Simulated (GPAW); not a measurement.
# Quasiparticle gap of CaZrN2 (R-3m) in GPAW

Aim: the G0W0 gap of CaZrN2 (R-3m) on LDA, step by step.

Main program and level: GPAW 26.7.0; LDA and many-body steps on it, plane waves.

**1. Starting point**

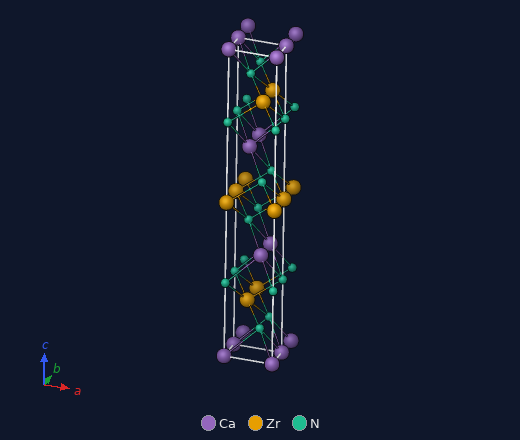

Start, viewed slightly off an axis; calcium purple, zirconium orange, nitrogen teal. 1×2×1 cells are drawn. This picture shows the conventional cell, with its axes. Bonds to atoms that aren't drawn are left out. Some periodic images of atoms are drawn too.

Structure file:

```cif
data_structure
_symmetry_space_group_name_H-M 'R-3m:H'
_symmetry_Int_Tables_number 166
_cell_length_a 3.3142
_cell_length_b 3.3142
_cell_length_c 16.8201
_cell_angle_alpha 90.000
_cell_angle_beta 90.000
_cell_angle_gamma 120.000
_cell_volume 160.00
loop_
_atom_site_label
_atom_site_type_symbol
_atom_site_symmetry_multiplicity
_atom_site_Wyckoff_symbol
_atom_site_fract_x
_atom_site_fract_y
_atom_site_fract_z
_atom_site_occupancy
Ca1 Ca 3 a 0.00000 0.00000 0.00000 1
Zr1 Zr 3 b 0.66667 0.33333 0.83333 1
N1 N 6 c 0.33333 0.66667 0.90479 1
```

The cell and positions are those that the Materials Project relaxed with its own functionals (PBE, PBE+U or r2SCAN), kept fixed.

**2. Ground state**

This step: GPAW 26.7.0; DFT, LDA, plane waves, PAW.

The ground-state density comes first.

File run.py:

```python
import json
import numpy as np
from gpaw.mpi import world
from ase import Atoms
from gpaw import GPAW, PW, FermiDirac

atoms = Atoms(['Ca', 'Zr', 'N', 'N'],
    cell=[[1.6570904640, 0.9567216255, 5.6066931729],
      [-1.6570904640, 0.9567216255, 5.6066931729],
      [0.0000000000, -1.9134432509, 5.6066931729]],
    scaled_positions=[[0.0000000000, 0.0000000000, 0.0000000000],
      [0.5000000000, 0.5000000000, 0.5000000000],
      [0.2381224000, 0.2381224000, 0.2381224000],
      [0.7618776000, 0.7618776000, 0.7618776000]],
    pbc=(True, True, True))
calc = GPAW(mode=PW(600),
    xc='LDA',
    kpts={'size': (8, 8, 8), 'gamma': True},
    occupations=FermiDirac(0.001),
    nbands=-8,
    convergence={'density': 1e-6, 'bands': -3},
    maxiter=100,
    txt='gs.txt')
atoms.calc = calc
res = {'energy': atoms.get_potential_energy()}
kpts = calc.get_ibz_k_points()
res['kpts'] = kpts
res['eigenvalues'] = [calc.get_eigenvalues(kpt=k) for k in range(len(kpts))]
res['n_electrons'] = calc.get_number_of_electrons()
calc.write('gs.gpw')

if world.rank == 0:
    with open('result.json', 'w') as f:
        json.dump(res, f, default=lambda x: x.tolist())
```

The run is started by

```bash
$ mpirun -n 4 gpaw python run.py
```

Numbers of over 12 decimals in the logs are rounded to 6 here.

The log of the run:

```text
__  _  _
 | _ |_)|_||  |
 |__||  | ||/\| - 26.7.0

Input parameters:
  mode=PW(ecut=600.0),
  convergence={'density': 1e-06, 'bands': -3},
  kpts=MonkhorstPack(size=(8, 8, 8), gamma=True),
  maxiter=100,
  nbands=-8,
  occupations=Occupations(name='fermi-dirac', width=0.001, fixmagmom=False),
  xc=XC(name='LDA')
  [... matrices ...]
Diagonalizing LCAO Hamiltonian
Converting LCAO to pw mode

       N

       Zr

       N

       Ca

Atoms  # Å, Bohr magnetons
|   | symbol |         x |        y |         z |    initial magnetic moments |
| 0 |     Ca |  0.000000 | 0.000000 |  0.000000 | ( 0.0000,  0.0000,  0.0000) |
| 1 |     Zr |  0.000000 | 0.000000 |  8.410040 | ( 0.0000,  0.0000,  0.0000) |
| 2 |      N |  0.000000 | 0.000000 |  4.005238 | ( 0.0000,  0.0000,  0.0000) |
| 3 |      N | -0.000000 | 0.000000 | 12.814842 | ( 0.0000,  0.0000,  0.0000) |

Unit cell  # Å
| periodic |         x |         y |        z |  lengths |    angles |
|      yes |  1.657090 |  0.956722 | 5.606693 | 5.924211 | 32.486388 |
|      yes | -1.657090 |  0.956722 | 5.606693 | 5.924211 | 32.486388 |
|      yes |  0.000000 | -1.913443 | 5.606693 | 5.924211 | 32.486388 |

Number of symmetries: 12
Symmetry operations  # r_c * U_cc + t_c -> r_c
|    | kind |            matrix            |
|  0 |  E   |  1, 0, 0,  0, 1, 0,  0, 0, 1 |
|  1 |  σ   |  1, 0, 0,  0, 0, 1,  0, 1, 0 |
|  2 |  σ   |  0, 1, 0,  1, 0, 0,  0, 0, 1 |
|  3 |  C3  |  0, 1, 0,  0, 0, 1,  1, 0, 0 |
|  4 |  C3  |  0, 0, 1,  1, 0, 0,  0, 1, 0 |
|  5 |  σ   |  0, 0, 1,  0, 1, 0,  1, 0, 0 |
|  6 |  C2  |  0, 0,-1,  0,-1, 0, -1, 0, 0 |
|  7 |  S6  |  0, 0,-1, -1, 0, 0,  0,-1, 0 |
|  8 |  S6  |  0,-1, 0,  0, 0,-1, -1, 0, 0 |
|  9 |  C2  |  0,-1, 0, -1, 0, 0,  0, 0,-1 |
| 10 |  C2  | -1, 0, 0,  0, 0,-1,  0,-1, 0 |
| 11 |  i   | -1, 0, 0,  0,-1, 0,  0, 0,-1 |

BZ-sampling:
  Number of BZ points: 512
  Number of IBZ points: 65

  Monkhorst-Pack size: [8, 8, 8]
  Monkhorst-Pack shift: [0.0625, 0.0625, 0.0625]

K-points  # in reciprocal-cell coordinates
|     |                                coordinates |     weight |
|   0 | (  0.00000000,   0.00000000,   0.00000000) | 0.00195312 |
|   1 | (  0.12500000,   0.00000000,  -0.12500000) | 0.01171875 |
|   2 | (  0.12500000,   0.00000000,   0.00000000) | 0.01171875 |
|   3 | (  0.12500000,   0.12500000,  -0.12500000) | 0.01171875 |
|   4 | (  0.12500000,   0.12500000,   0.00000000) | 0.01171875 |
|   5 | (  0.12500000,   0.12500000,   0.12500000) | 0.00390625 |
|   6 | (  0.25000000,  -0.12500000,  -0.12500000) | 0.01171875 |
|   7 | (  0.25000000,   0.00000000,  -0.25000000) | 0.01171875 |
|   8 | (  0.25000000,   0.00000000,  -0.12500000) | 0.02343750 |
|   9 | (  0.25000000,   0.00000000,   0.00000000) | 0.01171875 |
| ... |                                            |            |
|  64 | (  0.50000000,   0.50000000,   0.50000000) | 0.00195312 |

Plane wave coefficients: 1822
Cutoff: 600.0 eV

Spin-components: 1 (collinear spins)
Bands:           24
Projectors:      21
Spin-degeneracy: 2
Datatype:        complex128

  Storage: CPU
  Wave functions: 44_304_000 bytes (11_076_000 per core)
  Projectors: 53_534_000 bytes (13_383_500 per core)
  [... matrices ...]
Parallelization:
  kpt:    4
  domain: 1
  band:   1

Density:
  Valence electrons: 32.0
  Components: 1
  Grid points: [35 35 35]
  Charge: 0.0  # |e|

Potential:
  Grid points: [35 35 35]

species:
  Ca:
    name:    Calcium
    Z:       20.0
    valence: 10
    core:    10
    charge:  0.0  # [|e|]
    compensation charges:
      type: gauss
      rc: 0.37  # [Å]
      lmax: 2
    cutoffs:
      filter: 2.10  # [Å]
      core: 1.17  # [Å]
    projectors
    | kind |    occ | energy [eV] | rcut [Å] |
    |   3s |  2.000 |     -46.826 |    1.175 |
    |   4s |  2.000 |      -3.864 |    1.175 |
    |   3p |  6.000 |     -27.986 |    1.154 |
    |    p |        |      -0.774 |    1.154 |
    |    d |        |       0.000 |    0.937 |

    Using partial waves for Ca as LCAO basis

  Zr:
    name:    Zirconium
    Z:       40.0
    valence: 12
    core:    28
    charge:  0.0  # [|e|]
    compensation charges:
      type: gauss
      rc: 0.40  # [Å]
      lmax: 2
    cutoffs:
      filter: 2.39  # [Å]
      core: 1.59  # [Å]
    projectors
    | kind |    occ | energy [eV] | rcut [Å] |
    |   4s |  2.000 |     -54.491 |    1.323 |
    |   5s |  2.000 |      -4.587 |    1.323 |
    |   4p |  6.000 |     -32.510 |    1.334 |
    |   5p |  0.000 |      -1.548 |    1.334 |
    |   4d |  2.000 |      -3.736 |    1.244 |
    |    d |        |      23.475 |    1.244 |

    Using partial waves for Zr as LCAO basis

  N:
    name:    Nitrogen
    Z:       7.0
    valence: 5
    core:    2
    charge:  0.0  # [|e|]
    compensation charges:
      type: gauss
      rc: 0.18  # [Å]
      lmax: 2
    cutoffs:
      filter: 1.11  # [Å]
      core: 0.96  # [Å]
    projectors
    | kind |    occ | energy [eV] | rcut [Å] |
    |   2s |  2.000 |     -18.420 |    0.603 |
    |   2p |  3.000 |      -7.237 |    0.529 |
    |    s |        |       8.791 |    0.603 |
    |    p |        |      19.974 |    0.529 |
    |    d |        |       0.000 |    0.577 |

    Using partial waves for N as LCAO basis

Reference energy: -119194.724437  # eV

eigensolver:
  PPCG
  Converge bands: -3
  niter=2

density mixing:
  MSR1-Mixer
  Pratt-step length: 0.05
  Maximum mixing coefficient: 0.75
  Old densities: 10
  SVD Regularization: 0.005
  Good broyden scale: 1.0
  Trust region scale: 1.0
  Backstep threshold: 4.0
  History deletion threshold: 6.0
  Fourier metric: weight=20.0, sigma=0.015

occupation numbers:
  Fermi-Dirac:
    width: 0.0010  # eV

poisson solver:
  ecut: 4800.0  # eV

xc functional:
  name: None

Initialization done in: 3.040 s

convergence criteria:
- Maximum integral of absolute [dens]ity change: 1e-06 electrons / valence electron
- Maximum [total energy] change in last 3 cyles: 0.0005 eV / valence electron
- Maximum integral of absolute [eigenst]ate change: 4e-08 eV^2 / valence electron
maximum number of iterations: 100

SCF iterations
|iter     |     time |      energy | eigst |  dens |
|iter:   1|  |  -39.461888 | +1.03 |       |
|iter:   2|  |  -38.196850 | -0.02 | -0.83 |
|iter:   3|  |  -35.535645 | +0.07 | -0.90 |
|iter:   4|  |  -35.496173 | -1.16 | -1.50 |
|iter:   5|  |  -35.488544 | -1.86 | -1.70 |
|iter:   6|  |  -35.482038c| -2.46 | -2.13 |
|iter:   7|  |  -35.481912c| -3.26 | -3.00 |
|iter:   8|  |  -35.481905c| -3.88 | -3.38 |
|iter:   9|  |  -35.481905c| -4.35 | -4.05 |
|iter:  10|  |  -35.481905c| -4.77 | -4.88 |
|iter:  11|  |  -35.481905c| -5.10 | -5.61 |
|iter:  12|  |  -35.481905c| -5.42 | -6.21c|
|iter:  13|  |  -35.481905c| -5.72 | -7.09c|
|iter:  14|  |  -35.481905c| -5.74 | -7.81c|
|iter:  15|  |  -35.481905c| -6.08 | -8.22c|
|iter:  16|  |  -35.481905c| -6.14 | -8.51c|
|iter:  17|  |  -35.481905c| -6.53 | -9.19c|
|iter:  18|  |  -35.481905c| -6.73 | -9.03c|
|iter:  19|  |  -35.481905c| -6.95 | -9.35c|
|iter:  20|  |  -35.481905c| -7.12 | -9.19c|
|iter:  21|  |  -35.481905c| -7.22 | -9.66c|
|iter:  22|  |  -35.481905c| -7.41c| -9.34c|

Converged in 22 steps
SCF loop duration: 48.569 s (2.208 s/step)
Energy contributions relative to reference atoms: (reference = -119194.724437)
  [... matrices ...]
Energy contributions:
  Kinetic:          18.113829
  Coulomb:         -18.197774
  Zero:             -0.470364
  External:          0.000000
  Xc:              -34.927596
  Entropy:          -0.000000
  Spinorbit:         0.000000
  ----------------------------
  Free energy:     -35.481905
  Extrapolated:    -35.481905

dipole moment: (0.000000, -0.000000, -55.580062)  # |e|*Ang

Fermi level: 8.088
Eigenvalues  # (at kpt = [0.000, 0.000, 0.000])
| band index |      eig [eV] | occ [0-2] |
|          0 |       -39.938 |     2.000 |
|        ... |               |           |
|          8 |        -5.315 |     2.000 |
|          9 |        -3.327 |     2.000 |
|         10 |         3.439 |     2.000 |
|         11 |         5.099 |     2.000 |
|         12 |         5.099 |     2.000 |
|         13 |         7.760 |     2.000 |
|         14 |         8.024 |     2.000 |
|         15 |         8.024 |     2.000 |
|         16 |        10.573 |     0.000 |
|         17 |        10.573 |     0.000 |
|         18 |        10.889 |     0.000 |
|         19 |        12.461 |     0.000 |
|         20 |        13.088 |     0.000 |
|         21 |        13.088 |     0.000 |
|         22 |        14.007 |     0.000 |
|         23 |        14.411 |     0.000 |

Gap: 0.396 eV
Transition (v -> c):
  (s=0, k=0, n=15, [0.00, 0.00, 0.00]) -> (s=0, k=60, n=16, [0.50, 0.50, 0.00])
Direct/indirect transitions are different
Direct gap: 1.027 eV
Transition at: (s=0, k=60, n=15, [0.50, 0.50, 0.00])
# Writing to gs.gpw (mode='')
  [... matrices ...]
```

Elapsed: 53 s, on 4 MPI ranks of Arm Neoverse V2, shared host; peak memory 1 GiB.

Numbers from this step:

```
total energy               : -35.48 eV
gap                        : 0.3956 eV
k of the valence top       : 0, 0, 0
k of the conduction bottom : 0.5, 0.5, 0
least direct gap           : 1.027 eV
```

The gap is indirect, with the least direct gap 0.63 eV higher.

**3. Empty states on the mesh, 4×4×4 mesh, 96 bands**

The sums over transitions need many empty states on a uniform mesh; this step solves for them.

File run.py:

```python
import json
import numpy as np
from gpaw.mpi import world
from gpaw import GPAW

calc = GPAW('gs.gpw').fixed_density(kpts={'size': (4, 4, 4), 'gamma': True},
    nbands=112,
    convergence={'bands': 96},
    txt='nscf.txt')
calc.write('full.gpw', mode='all')
res = {}
kpts = calc.get_ibz_k_points()
res['kpts'] = kpts
res['eigenvalues'] = [calc.get_eigenvalues(kpt=k) for k in range(len(kpts))]
res['n_electrons'] = calc.get_number_of_electrons()

if world.rank == 0:
    with open('result.json', 'w') as f:
        json.dump(res, f, default=lambda x: x.tolist())
```

The run is started by

```bash
$ mpirun -n 4 gpaw python run.py
```

The log of the run:

```text
Diagonalizing LCAO Hamiltonian
Converting LCAO to pw mode
convergence criteria:
- Maximum integral of absolute [eigenst]ate change: 4e-08 eV^2 / valence electron
maximum number of iterations: 100

SCF iterations
|iter     |     time |      energy | eigst |  dens |
|iter:   1|  |             | +4.07 |       |
|iter:   2|  |             | +2.72 |       |
|iter:   3|  |             | +1.44 |       |
[...]
|iter:  10|  |             | -6.26 |       |
|iter:  11|  |             | -7.08 |       |
|iter:  12|  |             | -7.58c|       |
SCF steps: 12
  __  _  _
 | _ |_)|_||  |
 |__||  | ||/\| - 26.7.0

Input parameters:
  mode=PW(ecut=600.0),
  convergence={'bands': 96},
  gpts=array([35, 35, 35]),
  kpts=MonkhorstPack(size=(4, 4, 4), gamma=True),
  maxiter=100,
  nbands=112,
  occupations=Occupations(name='fermi-dirac', width=0.001, fixmagmom=False),
  parallel={},
  xc=XC(name='LDA')
# Writing to full.gpw (mode='all')
  [... matrices ...]

timing:  # [seconds]
  Total: 0.030  # ━━━━━━━━━━━━━━━━━━━━━━━━━━━━━━━━━━━━━━━━━━━━━━━━━━━━━━━━━━━
```

It took 36 s on 4 MPI ranks; peak memory 1.1 GiB; 2.4 min of CPU time.

Numbers from this step:

- gap: 0.3956 eV
- k of the valence top: 0, 0, 0
- k of the conduction bottom: 0.5, 0.5, 0
- least direct gap: 1.027 eV
- k points computed: 13
- lowest point of the top converged band, above the valence top: 60.5995 eV

On this mesh the gap is 0.396 eV.

**4. Screening and self-energy, 4×4×4 mesh, 86 bands, screening to 80 eV**

G0W0 replaces the xc potential by the self-energy, built once from these orbitals. Only a window of levels is corrected, while the sums run over the empty bands that the input names.

This step: G0W0 on LDA, plane waves, PAW.

File run.py:

```python
import json
import numpy as np
from gpaw.mpi import world
from gpaw.response.g0w0 import G0W0

gw = G0W0('full.gpw',
    filename='gw',
    kpts=[0, 10],
    bands=(14, 18),
    ecut=80,
    nbands=86,
    integrate_gamma='WS',
    ppa=True)
gw.calculate()
res = {mode: {k: v for k, v in r.items() if k != 'sigma_eskwn'}
       for mode, r in gw.all_results.items()}

if world.rank == 0:
    with open('result.json', 'w') as f:
        json.dump(res, f, default=lambda x: x.tolist())
```

The run is started by

```bash
$ mpirun -n 4 gpaw python run.py
```

The log of the run:

```text
Using integrator: PointIntegrator
FrequencyGridDescriptor(from 0.000+0.000j to 0.000+27.211j eV, 2 points)
Nonperiodic BCs:  [False False False]
Using integrator: PointIntegrator
FrequencyGridDescriptor(from 0.000+0.000j to 0.000+27.211j eV, 2 points)
Nonperiodic BCs:  [False False False]
  ___  _ _ _
 |   || | | |
 | | || | | |
 |__ ||_____|
 |___|

BZ k-points: Symmetries present (total): 12

  [... matrices ...]
64 k-points: 4 x 4 x 4 Monkhorst-Pack grid + [1/8,1/8,1/8]
13 k-points in the irreducible part of the Brillouin zone
       k-points in crystal coordinates                weights
   0:     0.00000000    0.00000000    0.00000000          1/64
   1:     0.25000000    0.00000000   -0.25000000          6/64
   2:     0.25000000    0.00000000    0.00000000          6/64
   3:     0.25000000    0.25000000   -0.25000000          6/64
   4:     0.25000000    0.25000000    0.00000000          6/64
   5:     0.25000000    0.25000000    0.25000000          2/64
   6:     0.50000000    0.00000000    0.00000000          3/64
   7:     0.50000000    0.25000000   -0.25000000          6/64
   8:     0.50000000    0.25000000    0.00000000         12/64
   9:     0.50000000    0.25000000    0.25000000          6/64
          ...
  12:     0.50000000    0.50000000    0.50000000          1/64

Distributing spins, k-points and bands (1 x 2 x 4) over 4 processes
Number of blocks: 1

Quasi particle states:
k-points (IBZ indices): [0, 10]
Band range: (14, 18)
  [... matrices ...]
Computational parameters:
Plane wave cut-off: 80 eV
Number of bands: 86
Coulomb cutoff: None
Broadening: 0.1 eV

fxc modes: GW
Kernel: RPA
Using Godby-Needs plasmon-pole approximation:
  Fitting energy: i*E0, E0 = 1.000 Hartree
Summing all q:

Calculating screened Coulomb potential
No Coulomb truncation
FrequencyGridDescriptor(from 0.000+0.000j to 0.000+27.211j eV, 2 points)
Removing empty qpoint cache files...

Calculating chi0 body with:
    Ground state adapter containing:
    Number of spins: 1
    Number of kpoints: 64
    Number of irreducible kpoints: 13
    Number of completely occupied states: 16
    Number of partially occupied states: 16
    Occupied states memory: 10.467529296875 M / cpu

    Linear response parametrization:
    q_c: [0.0, 0.0, 0.0]
    Number of frequency points: 2
    Planewave cutoff: 80.0
    Number of bands: 86
    Number of planewaves: 93
    Broadening (eta): 1e-06
    comm.size: 4
    kncomm.size: 4
    blockcomm.size: 1

    Memory estimate of potentially large arrays:
        chi0_wGG: 0.263947 M / cpu
Integrating chi0 body.

Symmetries of q_c:
    Direct symmetries (Uq -> q): 12
    Indirect symmetries (TUq -> q): 0
In total 12 allowed symmetries.

  [... matrices ...]
13 groups of equivalent kpoints. 79.6875% reduction.

Integral kind: response function
Integrating chi0 head and wings.

Symmetries of q_c:
    Direct symmetries (Uq -> q): 12
    Indirect symmetries (TUq -> q): 0
In total 12 allowed symmetries.

  [... matrices ...]
13 groups of equivalent kpoints. 79.6875% reduction.

Integral kind: response function wings

Calculating chi0 body with:
    Ground state adapter containing:
    Number of spins: 1
    Number of kpoints: 64
    Number of irreducible kpoints: 13
    Number of completely occupied states: 16
    Number of partially occupied states: 16
    Occupied states memory: 10.467529296875 M / cpu

[... the further q-points ...]

Results:
f:      Occupation numbers
eps:     KS-eigenvalues [eV]
vxc:     KS vxc [eV]
exx:     Exact exchange [eV]
sigma:   Self-energies [eV]
dsigma:  Self-energy derivatives
Z:       Renormalization factors
qp:      QP-energies [eV]

k-point 0 (0): (0.000, 0.000, 0.000)                GW
band       f     eps     vxc     exx   sigma  dsigma       Z      qp
                                                                   GW
  14   1.000   8.024 -17.881 -20.679   3.200  -0.284   0.779   8.337
  15   1.000   8.024 -17.881 -20.679   3.200  -0.284   0.779   8.337
  16   0.000  10.573 -16.639 -10.264  -4.540  -0.241   0.806  12.052
  17   0.000  10.573 -16.639 -10.264  -4.540  -0.241   0.806  12.052

k-point 1 (10): (0.500, 0.500, 0.000)                GW
band       f     eps     vxc     exx   sigma  dsigma       Z      qp
                                                                   GW
  14   1.000   7.357 -17.533 -20.461   3.212  -0.285   0.778   7.578
  15   1.000   7.393 -17.712 -20.852   3.390  -0.285   0.778   7.587
  16   0.000   8.420 -13.886  -8.937  -3.630  -0.228   0.814   9.494
  17   0.000  12.900 -18.919 -11.687  -5.071  -0.237   0.808  14.647
```

Elapsed: 1.7 min, on 4 MPI ranks; peak memory 2 GiB; 6.8 min of CPU time.

Numbers from this step:

```yaml
g0w0_gap_on_the_points_computed: 1.157 eV
least_direct_g0w0_gap_on_the_computed_points: 1.907 eV
z_at_the_valence_top: 0.7789
z_at_the_conduction_bottom: 0.8143
starting_gap_on_the_mesh: 0.3956 eV
k_of_the_valence_top: 0, 0, 0
k_of_the_conduction_bottom: 0.5, 0.5, 0
```

The gap on the mesh goes from 0.40 eV to 1.16 eV, a correction of +0.76 eV.

Limits: finite bands, cutoff and mesh; no spin-orbit coupling; coarse k mesh. v1 is the top filled band, c1 the lowest empty one. The levels before and after the correction (eV, zero at the valence-band top of each column):

|  | conduction bottom | valence top |
| --- | --- | --- |
| Kohn-Sham | 0.40 | 0.00 |
| G0W0 | 1.16 | 0.00 |

|  | level | energy (eV) |
| --- | --- | --- |
| Kohn-Sham | Γ v2-v1 | 0.000 |
| Kohn-Sham | Γ c1-c2 | 2.548 |
| Kohn-Sham | (0.5 0.5 0) v2 | -0.668 |
| Kohn-Sham | (0.5 0.5 0) v1 | -0.632 |
| Kohn-Sham | (0.5 0.5 0) c1 | 0.396 |
| Kohn-Sham | (0.5 0.5 0) c2 | 4.875 |
| G0W0 | Γ v2-v1 | 0.000 |
| G0W0 | Γ c1-c2 | 3.714 |
| G0W0 | (0.5 0.5 0) v2 | -0.759 |
| G0W0 | (0.5 0.5 0) v1 | -0.750 |
| G0W0 | (0.5 0.5 0) c1 | 1.157 |
| G0W0 | (0.5 0.5 0) c2 | 6.310 |

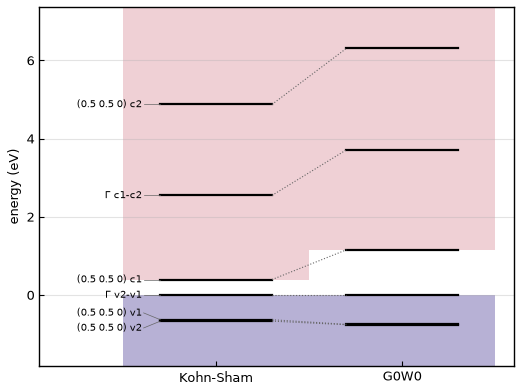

Levels before and after the correction. Shaded: valence and conduction bands.

**5. Where the time went**

Times are wall times on 4 MPI ranks of Arm Neoverse V2, shared host, good to a factor of about two.

| step | time | share | memory (GiB) |
| --- | --- | --- | --- |
| ground state | 53 s | 28 % | 1.0 |
| empty states on the mesh | 36 s | 19 % | 1.1 |
| screening and self-energy | 1.7 min | 54 % | 2.0 |

**6. What came out**

```yaml
lda_gap: 0.40 eV, indirect
g0w0_gap_on_the_mesh: 1.16 eV
gw_settings: 4×4×4 mesh, 86 bands, screening to 80 eV, Godby-Needs plasmon pole
known_limits: not at the basis limit; no spin-orbit coupling; coarse k mesh
```

**Reading.** G0W0 moves the gap on the mesh from 0.40 eV to 1.16 eV (+0.76 eV), with Z of 0.78 and 0.81 at the edges. Only 2 of the mesh's irreducible points were corrected, so a valley elsewhere could overtake. The dearest step here is «screening and self-energy». Bands and cutoff are finite, so the gap is not at the basis limit. The miss can reach some tenths of an eV and take either sign; the mesh is an error of its own. These stock PAW sets were not made for GW. In the G0W0 run levels were corrected at 2 k points alone, so a gap called «on the mesh» is the least over those, and an edge elsewhere would be missed. The 4×4×4 mesh is coarse for this cell, which bears on the long-range parts of exchange and screening. The many-body steps are scalar-relativistic: spin-orbit coupling is not in them.

[Paths, hosts, dates, memory and timing lines, banners, echoed tables and standing remarks are left out of the program output.]

[Logs are printed without paths, hosts, clocks, repeated set-up lines and the standing remarks that a program may print on its own settings, such as how far it seeks lower states.]

[Runs of the session that timed out or met a known fault of the program may be left out.]

[Hosts, paths, dates, database ids (printed as entryN), source tags and the programs' standing remarks are cut or masked in the printed files.]
